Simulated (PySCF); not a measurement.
**[TmH2]+: other functionals and bases at one geometry**

How far do other levels of theory move the description of [TmH2]+, and what does each cost? The structure is generated, not taken from experiment.

Computed with PySCF 2.14.0. Level: several levels, as the steps say, no spin–orbit coupling.

1 further run of the same task is left out (for a known fault of the program).

### 1 Starting geometry

3 atoms, charge 1, spin multiplicity 1.

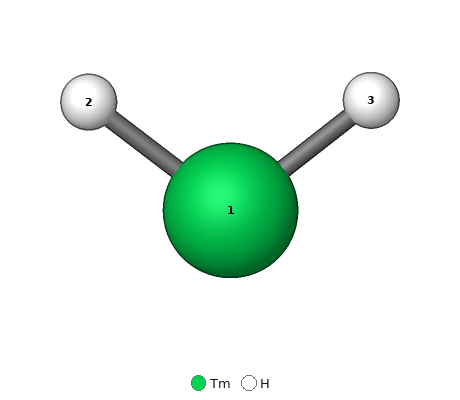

The structure; thulium green, hydrogen white; atoms are numbered from 1 in the order of the file.

Coordinates:

```xyz
3

Tm    0.0000    0.0000   -0.1921
H     1.4874    0.0000    0.9587
H    -1.4874    0.0000    0.9587
```

Formal oxidation states: Tm +3. Each metal's 12 4f electrons lie in its core potential, so multiplicities, spins and levels count the valence alone. An earlier session relaxed this geometry at PBE0, Tm lcecp-1-SVP with ECP58, H def2-SVP (singlet, point group C2v).

At PBE0 on the finer grid: E = -39.682944 Eh, HOMO -12.90 eV, LUMO -7.98 eV, Mulliken charge on Tm1 +1.16 e, largest force component 0.001 eV/Å. 

Levels to run: wB97X; TPSSh; PBE0, TZVP. Hardware: 2 threads of Arm Neoverse V1, shared host.

### 2 wB97X

run.py (the lines that set the calculation)

```python
mol = gto.M(atom='''
Tm     0.00000     0.00000    -0.19210
H      1.48739     0.00000     0.95872
H     -1.48739     0.00000     0.95872''',
    basis={'Tm': 'lcecp-1-SVP', 'H': 'def2-SVP'},
    ecp={'Tm': 'lcecp-1-SVP'},
    charge=1, spin=0)
mf = dft.RKS(mol, xc='WB97X')
mf.grids.atom_grid = (75, 302)  # f atoms: unpruned, at least (60, 302)
mf = mf.density_fit()  # fitting sets: Tm AutoAux, H def2-universal-JKFIT
mf.conv_tol = 1e-08; mf.max_cycle = 55
mf.kernel(dm0)  # dm0: the density of the relaxed state
```

Run with:

```bash
OMP_NUM_THREADS=2 python run.py
```

Standard output:

```text
init E= -39.6955106425864
  HOMO = -0.560614714241293  LUMO = -0.210406101661691  gap/eV = 9.52966
cycle= 1 E= -39.6968898060226  delta_E= -0.00138  |g|= 0.0147  |ddm|= 0.102
  HOMO = -0.558678178617741  LUMO = -0.212584446958637  gap/eV = 9.41769
cycle= 2 E= -39.6970488041124  delta_E= -0.000159  |g|= 0.00459  |ddm|= 0.0351
  HOMO = -0.559347180321134  LUMO = -0.212130122712095  gap/eV = 9.44826
cycle= 3 E= -39.6970767272463  delta_E= -2.79e-05  |g|= 0.00231  |ddm|= 0.0152
  HOMO = -0.559196455515278  LUMO = -0.21248192518036  gap/eV = 9.43458
cycle= 4 E= -39.6970822125449  delta_E= -5.49e-06  |g|= 0.000354  |ddm|= 0.00854
  HOMO = -0.559230591666017  LUMO = -0.212544152478124  gap/eV = 9.43382
cycle= 5 E= -39.6970824093805  delta_E= -1.97e-07  |g|= 0.000104  |ddm|= 0.00169
  HOMO = -0.559224102648141  LUMO = -0.212531137265629  gap/eV = 9.43400
cycle= 6 E= -39.6970824241164  delta_E= -1.47e-08  |g|= 3.38e-05  |ddm|= 0.000341
  HOMO = -0.559226965991498  LUMO = -0.212534516615879  gap/eV = 9.43398
cycle= 7 E= -39.6970824260328  delta_E= -1.92e-09  |g|= 4.57e-06  |ddm|= 0.000163
  HOMO = -0.559227283003536  LUMO = -0.212535291994068  gap/eV = 9.43397
Extra cycle  E= -39.6970824260585  delta_E= -2.57e-11  |g|= 1.99e-06  |ddm|= 1.7e-05
converged SCF energy = -39.6970824260585
```

Run time: 1.7 s. Hardware: 2 threads of Arm Neoverse V1, shared host.

It gives: E = -39.697082 Eh, HOMO -15.22 eV, LUMO -5.78 eV, Mulliken charge on Tm1 +1.18 e, largest force component 0.063 eV/Å. 

### 3 TPSSh

Edit run.py (the lines that set the calculation) of step 2 so:

```diff
@@ -7,3 +7,3 @@
     charge=1, spin=0)
-mf = dft.RKS(mol, xc='WB97X')
+mf = dft.RKS(mol, xc='TPSSH')
 mf.grids.atom_grid = (75, 302)  # f atoms: unpruned, at least (60, 302)
```

Run with:

```bash
OMP_NUM_THREADS=2 python run.py
```

Standard output:

```text
init E= -39.697811426457
  HOMO = -0.456398143400939  LUMO = -0.304508039489606  gap/eV = 4.13314
cycle= 1 E= -39.6980853560115  delta_E= -0.000274  |g|= 0.0103  |ddm|= 0.107
  HOMO = -0.452380439230054  LUMO = -0.306277518891416  gap/eV = 3.97566
cycle= 2 E= -39.6980891318489  delta_E= -3.78e-06  |g|= 0.0111  |ddm|= 0.0523
  HOMO = -0.453385982313554  LUMO = -0.304957774492134  gap/eV = 4.03894
cycle= 3 E= -39.6981488621058  delta_E= -5.97e-05  |g|= 0.000676  |ddm|= 0.0271
  HOMO = -0.453517529834968  LUMO = -0.304964957930861  gap/eV = 4.04232
cycle= 4 E= -39.6981490243165  delta_E= -1.62e-07  |g|= 0.000159  |ddm|= 0.00149
  HOMO = -0.453546388659291  LUMO = -0.304979196505919  gap/eV = 4.04272
cycle= 5 E= -39.6981490321231  delta_E= -7.81e-09  |g|= 2.15e-05  |ddm|= 0.000235
  HOMO = -0.453537642829923  LUMO = -0.304971297222842  gap/eV = 4.04270
Extra cycle  E= -39.6981490322795  delta_E= -1.56e-10  |g|= 1.17e-05  |ddm|= 0.000111
converged SCF energy = -39.6981490322795
```

Run time: 2.6 s. Hardware: 2 threads of Arm Neoverse V1, shared host.

Read off: E = -39.698149 Eh, HOMO -12.34 eV, LUMO -8.30 eV, Mulliken charge on Tm1 +1.22 e, largest force component 0.041 eV/Å. 

### 4 PBE0, TZVP

Basis: Tm lcecp-1-TZVP with ECP58, H def2-TZVP. 

run.py (the lines that set the calculation)

```python
mol = gto.M(atom='''
Tm     0.00000     0.00000    -0.19210
H      1.48739     0.00000     0.95872
H     -1.48739     0.00000     0.95872''',
    basis={'Tm': 'lcecp-1-TZVP', 'H': 'def2-TZVP'},
    ecp={'Tm': 'lcecp-1-TZVP'},
    charge=1, spin=0)
mf = dft.RKS(mol, xc='PBE0')
mf.grids.atom_grid = (75, 302)  # f atoms: unpruned, at least (60, 302)
mf = mf.density_fit()  # fitting sets: Tm AutoAux, H def2-universal-JKFIT
mf.conv_tol = 1e-08; mf.max_cycle = 55
mf.kernel(dm0)  # dm0: free metal ions and neutral atoms
```

Run with:

```bash
OMP_NUM_THREADS=2 python run.py
```

Standard output:

```text
init E= -39.3610505351847
  HOMO = -0.521898259832406  LUMO = -0.313555249170684  gap/eV = 5.66930
cycle= 1 E= -39.6437091842148  delta_E= -0.283  |g|= 0.318  |ddm|= 1.47
  HOMO = -0.441240821592042  LUMO = -0.321633796056666  gap/eV = 3.25467
cycle= 2 E= -39.6481756530887  delta_E= -0.00447  |g|= 0.317  |ddm|= 0.966
  HOMO = -0.46926388922678  LUMO = -0.290726170249838  gap/eV = 4.85826
cycle= 3 E= -39.6859909591098  delta_E= -0.0378  |g|= 0.023  |ddm|= 0.524
  HOMO = -0.474800116777624  LUMO = -0.292138738319565  gap/eV = 4.97047
cycle= 4 E= -39.6861189866927  delta_E= -0.000128  |g|= 0.00474  |ddm|= 0.0272
  HOMO = -0.474305685087939  LUMO = -0.292597066131726  gap/eV = 4.94454
cycle= 5 E= -39.686128689327  delta_E= -9.7e-06  |g|= 0.00136  |ddm|= 0.0082
  HOMO = -0.473938321208166  LUMO = -0.292348510676375  gap/eV = 4.94131
cycle= 6 E= -39.6861292604008  delta_E= -5.71e-07  |g|= 0.000106  |ddm|= 0.00267
  HOMO = -0.473907664364976  LUMO = -0.292333787975856  gap/eV = 4.94088
cycle= 7 E= -39.6861292846137  delta_E= -2.42e-08  |g|= 2.55e-05  |ddm|= 0.000712
  HOMO = -0.47389685687454  LUMO = -0.292328584720139  gap/eV = 4.94072
cycle= 8 E= -39.6861292855873  delta_E= -9.74e-10  |g|= 2.72e-06  |ddm|= 0.000153
  HOMO = -0.47389746244503  LUMO = -0.292328323397781  gap/eV = 4.94075
Extra cycle  E= -39.6861292855923  delta_E= -5.01e-12  |g|= 1.94e-06  |ddm|= 9.56e-06
converged SCF energy = -39.6861292855923
```

Wall time 3.8 s (2 threads of Arm Neoverse V1, shared host).

Read off: E = -39.686129 Eh, HOMO -12.90 eV, LUMO -7.95 eV, Mulliken charge on Tm1 +1.21 e, largest force component 0.066 eV/Å. 

### 5 Results

| level | state | HOMO (eV) | gap (eV) | charge on Tm1 (e) | dipole (D) | largest force (eV/Å) | basis functions | time |
| --- | --- | --- | --- | --- | --- | --- | --- | --- |
| PBE0 (relaxed here) | singlet | -12.90 | 4.92 | 1.16 | 4.32 | 0.00 | 43 | 2.5 s |
| wB97X | singlet | -15.22 | 9.43 | 1.18 | 4.80 | 0.06 | 43 | 1.7 s |
| TPSSh | singlet | -12.34 | 4.04 | 1.22 | 4.39 | 0.04 | 43 | 2.6 s |
| PBE0, TZVP | singlet | -12.90 | 4.94 | 1.21 | 4.39 | 0.07 | 59 | 3.8 s |

Times are on 2 threads of Arm Neoverse V1, shared host; the first row also made further properties. The dipole of a charged species depends on the origin, so these sizes hold for this origin alone.

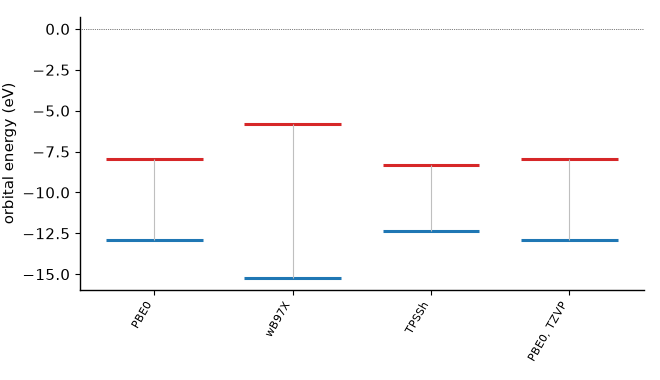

Highest filled and lowest empty level, method by method.

In one basis the HOMO–LUMO gap runs from 4.04 eV (TPSSh) to 9.43 eV (wB97X). The largest leftover force, 0.07 eV/Å with PBE0, TZVP, stands at a geometry relaxed at another level. The Mulliken charge on Tm spans +1.16 to +1.22 e over the levels. With 4f in the core, its levels are missing from HOMO and gap. Total energies of different levels can't be compared. Spin–orbit coupling is left out throughout.
